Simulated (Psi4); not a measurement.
**BH3O2 (SMILES OBO) at 6 levels**

We compute a comparison of 6 runs (B3LYP/6-31G*, M06-2X/6-31G**, M06-2X/6-31+G*, QCISD/def2-SVP, REMP2/cc-pV(D+d)Z) of BH3O2. 

Program for the calculation: Psi4 1.11.

4 further runs of the same task are left out: 1 that didn't finish, 3 set aside as unsound or not needed.

## Step 1: The structure to begin with

BH3O2 has 6 atoms, charge 0, and is taken as a singlet. SMILES: `OBO`. The coordinates come from a PBE0-D4/def2-TZVP relaxation. This is one conformer, not always the lowest.

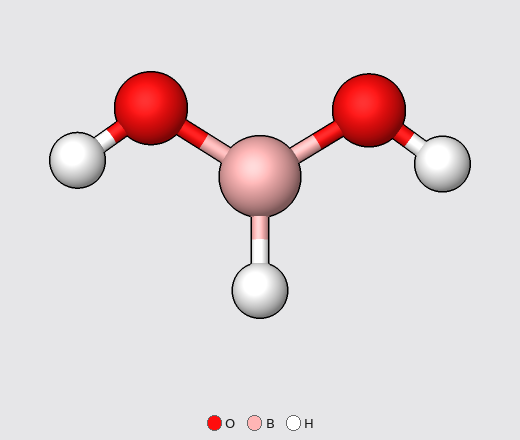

The structure, seen from a chosen angle (oxygen red, boron pink, hydrogen white).

## Step 2: Energy and forces at B3LYP/6-31G(d) (spherical functions) (run 1)

Input file input.inp:

```
memory 1600 MB

molecule {
  0 1
  O     -2.22269587    -0.99116135    -0.47583304
  B      0.09354144     0.05310130    -0.13776103
  O      1.09717499    -0.10166727     2.21570388
  H     -2.82457364    -0.81919628    -2.17431888
  H      1.20526732     1.06882910    -1.84456167
  H      2.73103220     0.66915202     2.32965437
  units bohr
  symmetry c1
  no_reorient
  no_com
}

set basis 6-31G*
set puream true
set e_convergence 1e-09
set d_convergence 1e-08
set scf_type pk
set dft_radial_points 99
set dft_spherical_points 590

e_tot, wfn = gradient("b3lyp", return_wfn=True)
oeprop(wfn, "MAYER_INDICES", "LOWDIN_CHARGES", "QUADRUPOLE")
print_variables()
```

The run is started by

```
$ psi4 -i input.inp -o input.out -n 1
```

input.out:

```text
[...]
  Running in c1 symmetry.
[...]
  Nuclear repulsion =   66.705244568827680
[...]
  Multiplicity = 1
[...]
  Nalpha       = 12
  Nbeta        = 12
[...]
    Number of basis functions: 48
[...]
   @RKS iter   1:  -176.94204353997404   -2.94680e-01   1.67092e-02 DIIS/ADIIS
[...]
   @RKS iter  10:  -177.18873318484421   -1.54898e-11   3.62834e-09 DIIS
[...]
    Orbital Energies [Eh]
    ---------------------
    Doubly Occupied:
       1A    -19.148532     2A    -19.148522     3A     -6.777468
       4A     -1.033323     5A     -1.007504     6A     -0.585812
       7A     -0.489914     8A     -0.460674     9A     -0.383639
      10A     -0.379853    11A     -0.314327    12A     -0.313491
[...]
  @RKS Final Energy:  -177.18873318484421
   => Energetics <=
    Nuclear Repulsion Energy =             66.7052445688276805
    One-Electron Energy =                -374.6514820380085098
    Two-Electron Energy =                 148.9237164030110421
    DFT Exchange-Correlation Energy =     -18.1662121186744479
    Empirical Dispersion Energy =           0.0000000000000000
    VV10 Nonlocal Energy =                  0.0000000000000000
    Total Energy =                       -177.1887331848442102
[...]
  -Total Gradient:
     Atom            X                  Y                   Z
    ------   -----------------  -----------------  -----------------
       1        0.002789846698     0.003220010309    -0.006712869538
       2       -0.002778123711    -0.002539507652     0.004227665066
       3        0.004876674796     0.003779656582    -0.005015671952
       4        0.001833182658    -0.001069168204     0.007157434111
       5       -0.000041658451    -0.000034882967     0.000069113622
       6       -0.006673880296    -0.003350603231     0.000265053815
[...]
 Multipole Moments:
 ------------------------------------------------------------------------------------
     Multipole            Electronic (a.u.)      Nuclear  (a.u.)        Total (a.u.)
 ------------------------------------------------------------------------------------
 L = 1.  Multiply by 2.5417464519 to convert [e a0] to [Debye]
 Dipole X            :          7.8520989           -7.4247340            0.4273649
 Dipole Y            :          7.9487542           -7.5583376            0.3904165
 Dipole Z            :        -12.1972340           11.5409354           -0.6562986
 Magnitude           :                                                    0.8750964
 L = 2.  Multiply by 1.3450342976 to convert [e a0^2] to [Debye ang]
 Quadrupole XX       :        -76.7416052           66.0865316          -10.6550736
 Quadrupole XY       :        -21.9297635           22.1864442            0.2566807
[...]
```

It took 9.3 s on 1 thread of AMD EPYC 7B13 (Zen 3), shared host; peak memory 0.66 GiB.

## Step 3: Energy and forces at M06-2X/6-31G(d,p) (spherical functions) (run 2)

Input file calc.dat:

```
memory 1600 MB

molecule geom {
  0 1
  O     -2.22269587    -0.99116135    -0.47583304
  B      0.09354144     0.05310130    -0.13776103
  O      1.09717499    -0.10166727     2.21570388
  H     -2.82457364    -0.81919628    -2.17431888
  H      1.20526732     1.06882910    -1.84456167
  H      2.73103220     0.66915202     2.32965437
  units au
  symmetry c1
  no_reorient
  no_com
}

set puream true
set e_convergence 1e-09
set d_convergence 1e-08
set scf_type pk
set dft_radial_points 99
set dft_spherical_points 590

result, w = gradient("m06-2x/6-31G**", return_wfn=True)
print_variables()
```

The run is started by

```
$ psi4 -i calc.dat -o calc.out -n 1
```

calc.out:

```text
[...]
  Running in c1 symmetry.
[...]
  Nuclear repulsion =   66.705244568827680
[...]
  Multiplicity = 1
[...]
  Nalpha       = 12
  Nbeta        = 12
[...]
    Number of basis functions: 57
[...]
   @RKS iter   1:  -176.97561436465267   -5.03492e-01   1.10084e-02 ADIIS/DIIS
[...]
   @RKS iter  11:  -177.12873342137061    4.26326e-13   1.22522e-09 DIIS
[...]
    Orbital Energies [Eh]
    ---------------------
    Doubly Occupied:
       1A    -19.640360     2A    -19.640348     3A     -7.072774
       4A     -1.152224     5A     -1.122853     6A     -0.663491
       7A     -0.559442     8A     -0.540600     9A     -0.465310
      10A     -0.458238    11A     -0.388140    12A     -0.381209
[...]
  @RKS Final Energy:  -177.12873342137061
   => Energetics <=
    Nuclear Repulsion Energy =             66.7052445688276805
    One-Electron Energy =                -374.5775220240503245
    Two-Electron Energy =                 141.5158737962043745
    DFT Exchange-Correlation Energy =     -10.7723297623523635
    Empirical Dispersion Energy =           0.0000000000000000
    VV10 Nonlocal Energy =                  0.0000000000000000
    Total Energy =                       -177.1287334213706117
[...]
 Multipole Moments:
 ------------------------------------------------------------------------------------
     Multipole            Electronic (a.u.)      Nuclear  (a.u.)        Total (a.u.)
 ------------------------------------------------------------------------------------
 L = 1.  Multiply by 2.5417464519 to convert [e a0] to [Debye]
 Dipole X            :          7.8735662           -7.4247340            0.4488322
 Dipole Y            :          7.9683627           -7.5583376            0.4100251
 Dipole Z            :        -12.2301985           11.5409354           -0.6892631
 Magnitude           :                                                    0.9190509
[...]
  -Total Gradient:
     Atom            X                  Y                   Z
    ------   -----------------  -----------------  -----------------
       1        0.000967706293     0.000765294858    -0.001044621938
       2       -0.001335891385    -0.001222286312     0.002012754404
       3        0.000607559577     0.000669869757    -0.001330609611
       4        0.000611677657    -0.000185791676     0.001768729105
       5        0.000890613376     0.000816981275    -0.001362175303
       6       -0.001702864075    -0.000808594992    -0.000103572110
[...]
```

It took 21 s on 1 thread of AMD EPYC 7B13 (Zen 3), shared host; peak memory 0.85 GiB.

Runs 3 to 4 aren't shown in full; the table further down has their settings and results.

## Step 4: A single-point energy at REMP2/cc-pV(D+d)Z (run 5)

Input file job.json:

```json
{
 "schema_name": "qcschema_input",
 "schema_version": 1,
 "molecule": {
  "schema_name": "qcschema_molecule",
  "schema_version": 2,
  "symbols": ["O", "B", "O", "H", "H", "H"],
  "geometry": [-2.22269587, -0.99116135, -0.47583304, 0.09354144, 0.0531013, -0.13776103, 1.09717499, -0.10166727, 2.21570388, -2.82457364, -0.81919628, -2.17431888, 1.20526732, 1.0688291, -1.84456167, 2.7310322, 0.66915202, 2.32965437],
  "molecular_charge": 0,
  "molecular_multiplicity": 1
 },
 "driver": "energy",
 "model": {
  "method": "remp2",
  "basis": "cc-pV(D+d)Z"
 },
 "keywords": {
  "reference": "rhf",
  "scf_type": "pk",
  "cc_type": "conv"
 }
}
```

The run is started by

```
$ psi4 --qcschema job.json -n 1 --memory 1600MB
```

stdout:

```text
[...]
  Running in c1 symmetry.
[...]
  Nuclear repulsion =   66.705244568827680
[...]
  Multiplicity = 1
[...]
  Nalpha       = 12
  Nbeta        = 12
[...]
    Number of basis functions: 57
[...]
   @RHF iter   1:  -176.15544879385519   -8.73042e-01   9.33743e-03 ADIIS/DIIS
[...]
   @RHF iter  11:  -176.27204737753868    1.13687e-13   4.15360e-09 DIIS
[...]
    Orbital Energies [Eh]
    ---------------------
    Doubly Occupied:
       1A    -20.565476     2A    -20.565459     3A     -7.647799
       4A     -1.380262     5A     -1.345993     6A     -0.786398
       7A     -0.669426     8A     -0.660638     9A     -0.582611
      10A     -0.564471    11A     -0.492513    12A     -0.479135
[...]
  @RHF Final Energy:  -176.27204737753868
   => Energetics <=
    Nuclear Repulsion Energy =             66.7052445688276805
    One-Electron Energy =                -374.4742204053806063
    Two-Electron Energy =                 131.4969284590142706
    Total Energy =                       -176.2720473775386836
[...]
 Multipole Moments:
 ------------------------------------------------------------------------------------
     Multipole            Electronic (a.u.)      Nuclear  (a.u.)        Total (a.u.)
 ------------------------------------------------------------------------------------
 L = 1.  Multiply by 2.5417464519 to convert [e a0] to [Debye]
 Dipole X            :         -0.3615879            0.8419988            0.4804108
 Dipole Y            :         -0.3304158            0.7692828            0.4388670
 Dipole Z            :          0.5549983           -1.2927503           -0.7377520
 Magnitude           :                                                    0.9837057
[...]
	SCS-MP2 Total Energy (a.u.)        :  -176.72923527884865
	SOS-MP2 Total Energy (a.u.)        :  -176.72356518647746
	SCSN-MP2 Total Energy (a.u.)       :  -176.48537115996584
[...]
	SOS-PI-MP2 Total Energy (a.u.)     :  -176.75829732562659
[...]
	MP2 Total Energy (a.u.)            :  -176.74057546359094
[...]
```

The result, in JSON:

```text
{
 "driver": "energy",
 "model": {
  "method": "remp2",
  "basis": "cc-pV(D+d)Z"
 },
 "success": true,
 "return_result": -176.7581925087966,
 "properties": {
  "calcinfo_nbasis": 57,
  "calcinfo_nmo": 57,
  "calcinfo_nalpha": 12,
  "calcinfo_nbeta": 12,
  "calcinfo_natom": 6,
  "nuclear_repulsion_energy": 66.70524456882768,
  "return_energy": -176.7581925087966,
  "scf_one_electron_energy": -374.4742204053806,
  "scf_two_electron_energy": 131.49692845901427,
  "scf_dipole_moment": [0.48041084413438906, 0.43886697068666897, -0.7377520372055923],
  "scf_total_energy": -176.27204737753868,
  "scf_iterations": 11,
  "mp2_same_spin_correlation_energy": -0.12120669456089306,
  "mp2_opposite_spin_correlation_energy": -0.34732139149136765,
  "mp2_singles_energy": 0.0,
  "mp2_doubles_energy": -0.4685280860522607,
  "mp2_correlation_energy": -0.4685280860522596,
  "mp2_total_energy": -176.74057546359094
 }
}
```

Run time: 4.8 s. Hardware: 1 thread of AMD EPYC 7B13 (Zen 3), shared host; peak memory 0.27 GiB.

## Step 5: The energy at REMP2/cc-pV(D+d)Z (Cartesian functions) (run 6)

Input file run.py:

```python
import psi4

psi4.set_memory(1600000000)
psi4.set_num_threads(1)
psi4.set_output_file('run.log', False)

geom = psi4.geometry("""
0 1
O     -2.22269587    -0.99116135    -0.47583304
B      0.09354144     0.05310130    -0.13776103
O      1.09717499    -0.10166727     2.21570388
H     -2.82457364    -0.81919628    -2.17431888
H      1.20526732     1.06882910    -1.84456167
H      2.73103220     0.66915202     2.32965437
units bohr
""")

psi4.set_options(dict(basis='cc-pV(D+d)Z', reference='rhf', scf_type='pk', cc_type='conv', puream=False))

e = psi4.energy("remp2", molecule=geom)
print('E =', round(e, 9))
```

The run is started by

```
$ python run.py
```

run.log:

```text
[...]
  Running in c1 symmetry.
[...]
  Nuclear repulsion =   66.705244568827680
[...]
  Multiplicity = 1
[...]
  Nalpha       = 12
  Nbeta        = 12
[...]
    Number of basis functions: 60
[...]
   @RHF iter   1:  -176.15658988288882   -8.74448e-01   8.93796e-03 DIIS/ADIIS
[...]
   @RHF iter  11:  -176.27297097603963   -2.27374e-13   4.09638e-09 DIIS
[...]
    Orbital Energies [Eh]
    ---------------------
    Doubly Occupied:
       1A    -20.568173     2A    -20.568156     3A     -7.648007
       4A     -1.380234     5A     -1.345904     6A     -0.786394
       7A     -0.669430     8A     -0.660601     9A     -0.582706
      10A     -0.564483    11A     -0.492572    12A     -0.479176
[...]
  @RHF Final Energy:  -176.27297097603963
   => Energetics <=
    Nuclear Repulsion Energy =             66.7052445688276805
    One-Electron Energy =                -374.4647638110229764
    Two-Electron Energy =                 131.4865482661556939
    Total Energy =                       -176.2729709760396304
[...]
 Multipole Moments:
 ------------------------------------------------------------------------------------
     Multipole            Electronic (a.u.)      Nuclear  (a.u.)        Total (a.u.)
 ------------------------------------------------------------------------------------
 L = 1.  Multiply by 2.5417464519 to convert [e a0] to [Debye]
 Dipole X            :         -0.3616887            0.8419988            0.4803101
 Dipole Y            :         -0.3305081            0.7692828            0.4387747
 Dipole Z            :          0.5551532           -1.2927503           -0.7375972
 Magnitude           :                                                    0.9834992
[...]
	SCS-MP2 Total Energy (a.u.)        :  -176.74045343356957
	SOS-MP2 Total Energy (a.u.)        :  -176.73497647758018
	SCSN-MP2 Total Energy (a.u.)       :  -176.48953461505846
[...]
	SOS-PI-MP2 Total Energy (a.u.)     :  -176.77051536231409
[...]
	MP2 Total Energy (a.u.)            :  -176.75140734554830
[...]
```

Standard output:

```text
E = -176.768293744
```

Wall time 5.4 s (1 thread of AMD EPYC 7B13 (Zen 3), shared host); peak memory 0.28 GiB.

## Step 6: All runs side by side

```tsv
run	level	task	frozen core orbitals	energy (Eh)	HOMO energy (eV)	LUMO energy (eV)	HOMO–LUMO gap (eV)	wall time
1	B3LYP/6-31G* (spherical functions)	gradient	0	-177.188733	-8.53	1.45	9.98	9.3 s
2	M06-2X/6-31G** (spherical functions)	gradient	0	-177.128733	-10.37	2.70	13.07	21 s
3	M06-2X/6-31+G* (spherical functions)	gradient	0	-177.127942	-10.73	0.28	11.01	23 s
4	QCISD/def2-SVP	energy	3	-176.606590	-13.16	4.94	18.10	4.2 s
5	REMP2/cc-pV(D+d)Z	energy	0	-176.758193	-13.04	5.00	18.03	4.8 s
6	REMP2/cc-pV(D+d)Z (Cartesian functions)	energy	0	-176.768294	-13.04	4.99	18.03	5.4 s
```

## Step 7: Results

```
                                    quantity          value
                         run 6: total energy  -176.76829 Eh
  run 6: HOMO energy (Hartree–Fock orbitals)      -13.04 eV
  run 6: LUMO energy (Hartree–Fock orbitals)        4.99 eV
run 6: HOMO–LUMO gap (Hartree–Fock orbitals)       18.03 eV
                   run 6: correlation energy     -495.3 mEh
```

What this shows: Over runs 1, 2, 3 the dipole moment (its size) runs from 2.22 D (B3LYP/6-31G*) to 2.68 D (M06-2X/6-31+G*). The two ends differ in method and basis. Over runs 1, 2, 3 the HOMO–LUMO gap runs from 9.98 eV (B3LYP/6-31G*) to 13.07 eV (M06-2X/6-31G**). Totals of different functionals can't be ranked against each other. All runs together took 67 s, the longest 23 s.
